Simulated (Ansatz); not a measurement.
# AlClFH6NSi: two geometries relaxed, part 2 of 2

Are the two ends of the reaction (ligand exchange) separate minima, and which lies lower? Each is relaxed from a guess. Meant to form: Al1–N5, H11–F2; to break: Al1–F2, H11–N5. The start is a guess near the saddle point, from which both ends are pulled out.

Ansatz 0.2.0; RKS B3LYP-D4/def2-SVP.

## 5. Pulling towards end B

Springs on the bonds that form and break draw the guess towards this end; the thresholds are loose.

input.yaml reads:

```yaml
crystal:
  periodic: [false, false, false]
  atoms:
    - { symbol: Al, position_ang: [0.0, 0.0, 0.0] }
    - { symbol: F, position_ang: [0.0, 0.0, 2.04] }
    - { symbol: Cl, position_ang: [1.9312, 0.0, -1.115] }
    - { symbol: H, position_ang: [-1.351, 0.0, -0.78] }
    - { symbol: "N", position_ang: [0.4669, -2.0544, 0.7] }
    - { symbol: H, position_ang: [-0.1002, -2.8768, 0.3456] }
    - { symbol: Si, position_ang: [1.8235, -2.3265, 1.8825] }
    - { symbol: H, position_ang: [2.1664, -3.7453, 1.9126] }
    - { symbol: H, position_ang: [2.9913, -1.5529, 1.4709] }
    - { symbol: H, position_ang: [1.4025, -1.8999, 3.2138] }
    - { symbol: H, position_ang: [0.2736, -1.2039, 1.7877] }
basis:
  gaussian: { orbitals: def2-SVP }
hamiltonian:
  xc: b3lyp
  dispersion: d4
relax:
  f_tol: 0.15
  max_steps: 25
  restrain:
    - { distance: [0, 4], at: 1.92, k: 30.0 }
    - { distance: [10, 1], at: 0.92, k: 30.0 }
    - { distance: [0, 1], at: 2.89, k: 30.0 }
    - { distance: [10, 4], at: 2.26, k: 30.0 }
```

Launch:

```bash
$ ansatz run input.yaml --threads 4 --pin off --max-ram 5120MiB --backend cpu --events-out ev --progress --plain --runs-dir out
```

The log of the run:

```text
Warning: RAYON_NUM_THREADS=4 ignored (pool sized by the plan → 4); use --threads N
The last accepted step is kept in <dir> (removed where the run ends without a failure and the disk answers)
Engine: ansatz 0.2.0, aarch64-unknown-linux-gnu
Functional definition: B3LYP
  parameter a0 = 0.2
  parameter ax = 0.72
  parameter ac = 0.81
  exchange = (1 - a0 - ax)*slater_x + ax*b88_x + a0*exact_x
  correlation = (1 - ac)*vwn_rpa_c + ac*lyp_c
1147 factors; integrals over basis functions are off by at most 5.8e-4 eV
mean field evaluation 1: about -31286.9034 eV, gradient 5.7e1 eV
mean field evaluation 2: about -31268.8288 eV, gradient 9.9e1 eV
mean field evaluation 4: about -31293.4019 eV, gradient 9.9e0 eV
mean field evaluation 8: about -31293.5724 eV, gradient 5.2e-1 eV
mean field evaluation 16: about -31293.5732 eV, gradient 4.3e-5 eV
mean field -31293.57319477 eV, -1150.0176033620 hartree, gradient 4.3e-5 eV, S^2 0.000000; 0 other end points of the search recorded, 0 dependent functions left out
the calculation of the forces begins
reference -31293.57348843 eV, -1150.0176141537 hartree; 33, 33 occupied and 79, 79 virtual orbitals, 1147 factors
relax step   1: F+E_penalty+E_count = -31294.01236622 eV  Δ(F+E_penalty+E_count) = +0.000e0 eV  max|allowed force component| = 3.110e0 eV/Å  E_restraint = 25.16700328 eV  max|allowed force component, restraints' pulls added| = 2.489e1 eV/Å  Δτ_max = 0.0000 Å  (27 SCF iters, accepted)
  distance Al 0 - N 4 = 2.2200 Å
  distance H 10 - F 1 = 1.2601 Å
  distance Al 0 - F 1 = 2.0400 Å
  distance H 10 - N 4 = 1.3942 Å
these checks for a lower state are left out or cut short: starts, cluster_reference, orbital_swaps, neighbouring_geometries, increment
1147 factors; integrals over basis functions are off by at most 7.1e-4 eV
mean field -31293.47453511 eV, -1150.0139776866 hartree, gradient 6.8e-6 eV, S^2 0.000000; 0 other end points of the search recorded, 0 dependent functions left out
the calculation of the forces begins
reference -31293.47482742 eV, -1150.0139884287 hartree; 33, 33 occupied and 79, 79 virtual orbitals, 1147 factors
relax step   2: F+E_penalty+E_count = -31293.91527539 eV  Δ(F+E_penalty+E_count) = +9.709e-2 eV  max|allowed force component| = 3.443e0 eV/Å  E_restraint = 10.72666416 eV  max|allowed force component, restraints' pulls added| = 1.675e1 eV/Å  Δτ_max = 0.1948 Å  (35 SCF iters, accepted)
  distance Al 0 - N 4 = 2.1165 Å
  distance H 10 - F 1 = 1.1065 Å
  distance Al 0 - F 1 = 2.3268 Å
  distance H 10 - N 4 = 1.6904 Å
these checks for a lower state are left out or cut short: starts, cluster_reference, orbital_swaps, neighbouring_geometries, increment
1147 factors; integrals over basis functions are off by at most 1.0e-3 eV
mean field evaluation 32: about -31293.7178 eV, gradient 2.5e-5 eV
mean field -31293.71780989 eV, -1150.0229178696 hartree, gradient 2.5e-5 eV, S^2 0.000000; 0 other end points of the search recorded, 0 dependent functions left out
the calculation of the forces begins
reference -31293.71809850 eV, -1150.0229284758 hartree; 33, 33 occupied and 79, 79 virtual orbitals, 1147 factors
relax step   3: F+E_penalty+E_count = -31294.15634462 eV  Δ(F+E_penalty+E_count) = -2.411e-1 eV  max|allowed force component| = 3.456e0 eV/Å  E_restraint = 2.75255113 eV  max|allowed force component, restraints' pulls added| = 8.107e0 eV/Å  Δτ_max = 0.1947 Å  (30 SCF iters, accepted)
  distance Al 0 - N 4 = 2.0196 Å
  distance H 10 - F 1 = 0.9540 Å
  distance Al 0 - F 1 = 2.5856 Å
  distance H 10 - N 4 = 1.9776 Å
these checks for a lower state are left out or cut short: starts, cluster_reference, orbital_swaps, neighbouring_geometries, increment
1147 factors; integrals over basis functions are off by at most 1.1e-3 eV
mean field -31294.16873136 eV, -1150.0394889279 hartree, gradient 1.7e-5 eV, S^2 0.000000; 0 other end points of the search recorded, 0 dependent functions left out
the calculation of the forces begins
reference -31294.16901906 eV, -1150.0394995007 hartree; 33, 33 occupied and 79, 79 virtual orbitals, 1147 factors
relax step   4: F+E_penalty+E_count = -31294.60171909 eV  Δ(F+E_penalty+E_count) = -4.454e-1 eV  max|allowed force component| = 2.223e0 eV/Å  E_restraint = 0.11912615 eV  max|allowed force component, restraints' pulls added| = 2.343e0 eV/Å  Δτ_max = 0.2000 Å  (29 SCF iters, accepted)
  distance Al 0 - N 4 = 1.9144 Å
  distance H 10 - F 1 = 0.9128 Å
  distance Al 0 - F 1 = 2.8276 Å
  distance H 10 - N 4 = 2.1970 Å
these checks for a lower state are left out or cut short: starts, cluster_reference, orbital_swaps, neighbouring_geometries, increment
1147 factors; integrals over basis functions are off by at most 1.1e-3 eV
mean field -31294.71371142 eV, -1150.0595165760 hartree, gradient 1.4e-5 eV, S^2 0.000000; 0 other end points of the search recorded, 0 dependent functions left out
the calculation of the forces begins
reference -31294.71399952 eV, -1150.0595271633 hartree; 33, 33 occupied and 79, 79 virtual orbitals, 1147 factors
relax step   5: F+E_penalty+E_count = -31295.13582135 eV  Δ(F+E_penalty+E_count) = -5.341e-1 eV  max|allowed force component| = 1.249e0 eV/Å  E_restraint = 0.02994067 eV  max|allowed force component, restraints' pulls added| = 1.854e0 eV/Å  Δτ_max = 0.1950 Å  (30 SCF iters, accepted)
  distance Al 0 - N 4 = 1.8926 Å
  distance H 10 - F 1 = 0.9540 Å
  distance Al 0 - F 1 = 2.8976 Å
  distance H 10 - N 4 = 2.2657 Å
these checks for a lower state are left out or cut short: starts, cluster_reference, orbital_swaps, neighbouring_geometries, increment
1147 factors; integrals over basis functions are off by at most 1.2e-3 eV
mean field -31294.86180485 eV, -1150.0649589090 hartree, gradient 1.2e-5 eV, S^2 0.000000; 0 other end points of the search recorded, 0 dependent functions left out
the calculation of the forces begins
reference -31294.86209452 eV, -1150.0649695541 hartree; 33, 33 occupied and 79, 79 virtual orbitals, 1147 factors
relax step   6: F+E_penalty+E_count = -31295.27937386 eV  Δ(F+E_penalty+E_count) = -1.436e-1 eV  max|allowed force component| = 9.633e-1 eV/Å  E_restraint = 0.03692462 eV  max|allowed force component, restraints' pulls added| = 9.895e-1 eV/Å  Δτ_max = 0.1935 Å  (29 SCF iters, accepted)
  distance Al 0 - N 4 = 1.8770 Å
  distance H 10 - F 1 = 0.9352 Å
  distance Al 0 - F 1 = 2.8889 Å
  distance H 10 - N 4 = 2.2796 Å
these checks for a lower state are left out or cut short: starts, cluster_reference, orbital_swaps, neighbouring_geometries, increment
1147 factors; integrals over basis functions are off by at most 1.2e-3 eV
mean field -31294.90659661 eV, -1150.0666049760 hartree, gradient 1.1e-5 eV, S^2 0.000000; 0 other end points of the search recorded, 0 dependent functions left out
the calculation of the forces begins
reference -31294.90688867 eV, -1150.0666157090 hartree; 33, 33 occupied and 79, 79 virtual orbitals, 1147 factors
relax step   7: F+E_penalty+E_count = -31295.32127713 eV  Δ(F+E_penalty+E_count) = -4.190e-2 eV  max|allowed force component| = 1.209e0 eV/Å  E_restraint = 0.06308023 eV  max|allowed force component, restraints' pulls added| = 2.368e0 eV/Å  Δτ_max = 0.1932 Å  (29 SCF iters, accepted)
  distance Al 0 - N 4 = 1.8745 Å
  distance H 10 - F 1 = 0.9606 Å
  distance Al 0 - F 1 = 2.8680 Å
  distance H 10 - N 4 = 2.2593 Å
these checks for a lower state are left out or cut short: starts, cluster_reference, orbital_swaps, neighbouring_geometries, increment
1147 factors; integrals over basis functions are off by at most 1.2e-3 eV
mean field evaluation 64: about -31294.9511 eV, gradient 1.3e-4 eV
mean field -31294.95113873 eV, -1150.0682418687 hartree, gradient 1.9e-5 eV, S^2 0.000000; 0 other end points of the search recorded, 0 dependent functions left out
the calculation of the forces begins
reference -31294.95143260 eV, -1150.0682526679 hartree; 33, 33 occupied and 79, 79 virtual orbitals, 1147 factors
relax step   8: F+E_penalty+E_count = -31295.36861340 eV  Δ(F+E_penalty+E_count) = -4.734e-2 eV  max|allowed force component| = 9.358e-1 eV/Å  E_restraint = 0.04070383 eV  max|allowed force component, restraints' pulls added| = 9.303e-1 eV/Å  Δτ_max = 0.2000 Å  (29 SCF iters, accepted)
  distance Al 0 - N 4 = 1.8749 Å
  distance H 10 - F 1 = 0.9412 Å
  distance Al 0 - F 1 = 2.8754 Å
  distance H 10 - N 4 = 2.2559 Å
these checks for a lower state are left out or cut short: starts, cluster_reference, orbital_swaps, neighbouring_geometries, increment
1147 factors; integrals over basis functions are off by at most 1.2e-3 eV
mean field -31294.96147616 eV, -1150.0686217622 hartree, gradient 1.8e-5 eV, S^2 0.000000; 0 other end points of the search recorded, 0 dependent functions left out
the calculation of the forces begins
reference -31294.96177030 eV, -1150.0686325716 hartree; 33, 33 occupied and 79, 79 virtual orbitals, 1147 factors
relax step   9: F+E_penalty+E_count = -31295.37967916 eV  Δ(F+E_penalty+E_count) = -1.107e-2 eV  max|allowed force component| = 1.464e0 eV/Å  E_restraint = 0.03471385 eV  max|allowed force component, restraints' pulls added| = 3.517e-1 eV/Å  Δτ_max = 0.1630 Å  (27 SCF iters, accepted)
  distance Al 0 - N 4 = 1.8740 Å
  distance H 10 - F 1 = 0.9299 Å
  distance Al 0 - F 1 = 2.8823 Å
  distance H 10 - N 4 = 2.2537 Å
these checks for a lower state are left out or cut short: starts, cluster_reference, orbital_swaps, neighbouring_geometries, increment
1147 factors; integrals over basis functions are off by at most 1.2e-3 eV
mean field -31295.00243433 eV, -1150.0701269472 hartree, gradient 1.3e-5 eV, S^2 0.000000; 0 other end points of the search recorded, 0 dependent functions left out
the calculation of the forces begins
reference -31295.00272859 eV, -1150.0701377610 hartree; 33, 33 occupied and 79, 79 virtual orbitals, 1147 factors
relax step  10: F+E_penalty+E_count = -31295.41465583 eV  Δ(F+E_penalty+E_count) = -3.498e-2 eV  max|allowed force component| = 1.144e0 eV/Å  E_restraint = 0.03109185 eV  max|allowed force component, restraints' pulls added| = 1.420e-1 eV/Å  Δτ_max = 0.1999 Å  (29 SCF iters, accepted)
  distance Al 0 - N 4 = 1.8764 Å
  distance H 10 - F 1 = 0.9289 Å
  distance Al 0 - F 1 = 2.8829 Å
  distance H 10 - N 4 = 2.2535 Å
1147 factors; integrals over basis functions are off by at most 1.2e-3 eV
mean field evaluation 96: about -31295.0024 eV, gradient 1.5e-4 eV
mean field -31295.00243433 eV, -1150.0701269472 hartree, gradient 1.3e-5 eV, S^2 0.000000; 1 other end points of the search recorded, 0 dependent functions left out
the calculation of the forces begins
reference -31295.00272859 eV, -1150.0701377610 hartree; 33, 33 occupied and 79, 79 virtual orbitals, 1147 factors
Total energy: -31295.41495009 eV, -1150.0852866216 hartree
Atom 0 at     0.260657    -0.610614    -0.411911 Å, force     0.011458    -0.876533     1.143680 eV/Å
Atom 1 at    -0.187422     0.500872     2.210054 Å, force    -0.003246     0.294919    -0.309062 eV/Å
Atom 2 at     1.947156     0.525268    -0.938998 Å, force    -0.031391    -0.015849    -0.002780 eV/Å
Atom 3 at    -1.156020    -0.480892    -1.077201 Å, force     0.088096     0.060256    -0.030873 eV/Å
Atom 4 at     0.465246    -2.010861     0.820298 Å, force    -0.196684     1.093718    -0.753355 eV/Å
Atom 5 at    -0.323080    -2.659308     0.803720 Å, force    -0.007901    -0.023466     0.074312 eV/Å
Atom 6 at     1.868319    -2.528768     1.728511 Å, force     0.138161     0.007656     0.091642 eV/Å
Atom 7 at     2.303905    -3.926017     1.400513 Å, force    -0.066573     0.096257    -0.010270 eV/Å
Atom 8 at     2.963527    -1.569175     1.418236 Å, force    -0.007788    -0.045620     0.002728 eV/Å
Atom 9 at     1.606133    -2.477434     3.206526 Å, force     0.002540    -0.047055    -0.074816 eV/Å
Atom 10 at    -0.144221    -0.422771     2.298352 Å, force     0.073327    -0.544282    -0.131206 eV/Å
Dipole moment:    -0.273146    -0.500848     0.014501 e Å
```

Wall time 22 s (4 threads of Arm Neoverse V1, shared host); peak memory 0.27 GiB.

The steps of the relaxation:

```
step  energy from step 1 (eV)  largest force component (eV/Å)
   1                   0.0000                          3.1099
   2                   0.0971                          3.4427
   3                  -0.1440                          3.4558
   4                  -0.5894                          2.2235
   5                  -1.1235                          1.2492
   6                  -1.2670                          0.9633
   7                  -1.3089                          1.2090
   8                  -1.3562                          0.9358
   9                  -1.3673                          1.4638
  10                  -1.4023                          1.1437
```

Step 1 is the start. Energies and forces in the table leave out the springs, which the log lists apart; the run stops on the force with the springs' pull added.

After: Bond lengths: Al1–Cl3 2.101 Å, Al1–H4 1.570 Å, Al1–N5 1.876 Å, N5–H6 1.021 Å, N5–Si7 1.750 Å, Si7–H8 1.500 Å, Si7–H9 1.489 Å, Si7–H10 1.502 Å, F2–H11 0.929 Å. Angles: Cl3–Al1–H4 125.0°, Cl3–Al1–N5 118.7°, H4–Al1–N5 116.0°, Al1–N5–H6 112.3°, Al1–N5–Si7 130.5°, H6–N5–Si7 116.1°, N5–Si7–H8 113.3°, N5–Si7–H9 106.9°, N5–Si7–H10 111.1°, H8–Si7–H9 110.0°, H8–Si7–H10 107.3°, H9–Si7–H10 108.1°.

Pairs that crossed the distance rule for bonds on the way: came closer F2–H11; moved apart Al1–F2.

## 6. End point B

It starts where the restrained run ended.

input.yaml reads:

```yaml
crystal:
  periodic: [false, false, false]
  atoms:
    - { symbol: Al, position_ang: [0.260657, -0.610614, -0.411911] }
    - { symbol: F, position_ang: [-0.187422, 0.500872, 2.210054] }
    - { symbol: Cl, position_ang: [1.947156, 0.525268, -0.938998] }
    - { symbol: H, position_ang: [-1.15602, -0.480892, -1.077201] }
    - { symbol: "N", position_ang: [0.465246, -2.010861, 0.820298] }
    - { symbol: H, position_ang: [-0.32308, -2.659308, 0.80372] }
    - { symbol: Si, position_ang: [1.868319, -2.528768, 1.728511] }
    - { symbol: H, position_ang: [2.303905, -3.926017, 1.400513] }
    - { symbol: H, position_ang: [2.963527, -1.569175, 1.418236] }
    - { symbol: H, position_ang: [1.606133, -2.477434, 3.206526] }
    - { symbol: H, position_ang: [-0.144221, -0.422771, 2.298352] }
basis:
  gaussian: { orbitals: def2-SVP }
hamiltonian:
  xc: b3lyp
  dispersion: d4
relax:
  f_tol: 0.03
  max_steps: 50
```

Launch:

```bash
$ ansatz run input.yaml --threads 4 --pin off --max-ram 5120MiB --backend cpu --events-out ev --progress --plain --runs-dir out
```

The log of the run, shortened:

```text
Warning: RAYON_NUM_THREADS=4 ignored (pool sized by the plan → 4); use --threads N
[...]
[... 1 set-up line as earlier in the session ...]
[...]
1143 factors; integrals over basis functions are off by at most 3.4e-4 eV
[...]
mean field -31295.00240677 eV, -1150.0701259341 hartree, gradient 3.9e-5 eV, S^2 0.000000; 0 other end points of the search recorded, 0 dependent functions left out
[...]
reference -31295.00270146 eV, -1150.0701367640 hartree; 33, 33 occupied and 79, 79 virtual orbitals, 1143 factors
relax step   1: F+E_penalty+E_count = -31295.41462826 eV  Δ(F+E_penalty+E_count) = +0.000e0 eV  max|allowed force component| = 1.144e0 eV/Å  Δτ_max = 0.0000 Å  (26 SCF iters, accepted)
[...]
relax step   5: F+E_penalty+E_count = -31296.01640188 eV  Δ(F+E_penalty+E_count) = -9.131e-2 eV  max|allowed force component| = 6.972e-1 eV/Å  Δτ_max = 0.0986 Å  (28 SCF iters, accepted)
[...]
Atom 1 at    -0.440528     0.985870     0.908873 Å, force    -0.000701     0.001241     0.004053 eV/Å
Atom 2 at     2.076692    -0.112541    -0.775083 Å, force    -0.001235    -0.003762    -0.001512 eV/Å
Atom 3 at    -1.006688    -0.985470    -0.985778 Å, force    -0.003378     0.003771     0.004319 eV/Å
Atom 4 at     0.322841    -1.617602     1.497229 Å, force     0.003013    -0.006698    -0.000262 eV/Å
Atom 5 at    -0.422603    -2.318062     1.427595 Å, force    -0.006688     0.001146    -0.004799 eV/Å
Atom 6 at     1.951627    -2.411768     1.723751 Å, force     0.004801     0.003534     0.015915 eV/Å
Atom 7 at     2.252288    -3.147004     0.477097 Å, force     0.008713    -0.002703    -0.006315 eV/Å
Atom 8 at     2.919206    -1.349990     2.065170 Å, force     0.006669     0.011654    -0.006873 eV/Å
Atom 9 at     1.806651    -3.362755     2.861088 Å, force    -0.008122    -0.013870     0.003984 eV/Å
Atom 10 at     0.079050    -1.030533     2.303778 Å, force    -0.002401     0.004555    -0.000133 eV/Å
Dipole moment:    -0.004527    -0.920199     0.773423 e Å
```

It took 36 s on 4 threads of Arm Neoverse V1, shared host; peak memory 0.26 GiB.

Relaxation path:

```
step  energy from step 1 (eV)  largest force component (eV/Å)
   1                   0.0000                          1.1437
   2                  -0.1899                          0.6683
   3                  -0.3780                          0.7005
   4                  -0.5105                          0.5106
   5                  -0.6018                          0.6972
   6                  -0.9245                          1.5763
   7                  -1.3480                          2.9943
   8                  -1.6912                          0.9896
   9                  -1.7346                          1.6656
  10                  -1.9582                          0.6195
  11                  -1.9994                          0.5844
  12                  -2.0211                          0.2035
  13                  -2.0505                          0.1565
  14                  -2.0690                          0.2546
  15                  -2.0804                          0.1668
  16                  -2.0876                          0.0597
  17                  -2.0885                          0.0159
```

Step 1 is the start.

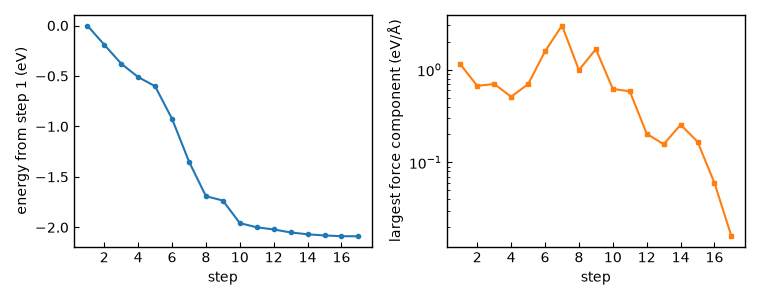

How energy and force went from step to step.

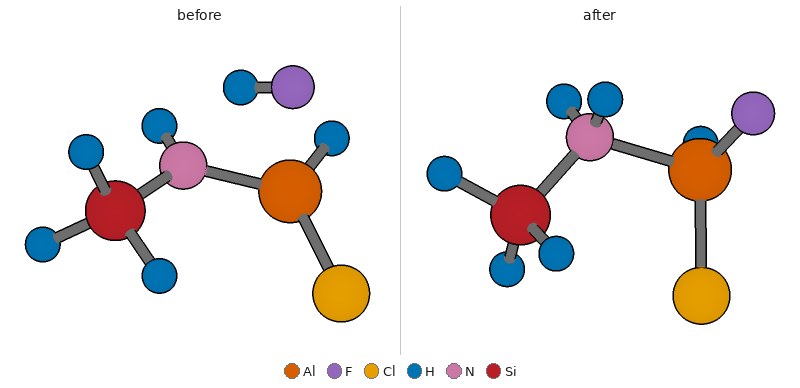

The structure before (left) and after (right), drawn at the same scale.

After: Bond lengths: Al1–F2 1.687 Å, Al1–Cl3 2.148 Å, Al1–H4 1.578 Å, Al1–N5 2.039 Å, N5–H6 1.025 Å, N5–Si7 1.826 Å, Si7–H8 1.478 Å, Si7–H9 1.477 Å, Si7–H10 1.490 Å, N5–H11 1.027 Å. Angles (14 of 18 angles, heavy atoms first): F2–Al1–Cl3 113.7°, F2–Al1–N5 95.9°, Cl3–Al1–N5 101.4°, Al1–N5–Si7 119.0°, F2–Al1–H4 117.5°, Cl3–Al1–H4 118.2°, H4–Al1–N5 105.2°, Al1–N5–H6 107.2°, Al1–N5–H11 101.4°, H6–N5–Si7 111.1°, Si7–N5–H11 111.3°, N5–Si7–H8 107.0°, N5–Si7–H9 107.5°, N5–Si7–H10 106.6°.

Pairs that crossed the distance rule for bonds on the way: came closer Al1–F2, N5–H11; moved apart F2–H11.

## 7. What came out

What follows sums up all 2 parts.

```
                           quantity                     value
                              end A  13 moves, 1.033 eV lower
                              end B  16 moves, 2.088 eV lower
largest difference between the ends                    0.09 Å
            end B relative to end A                 +0.001 eV
```

**Reading.** The two relaxations end at one structure, within 0.09 Å: no second minimum was found from this start, which doesn't rule one out.
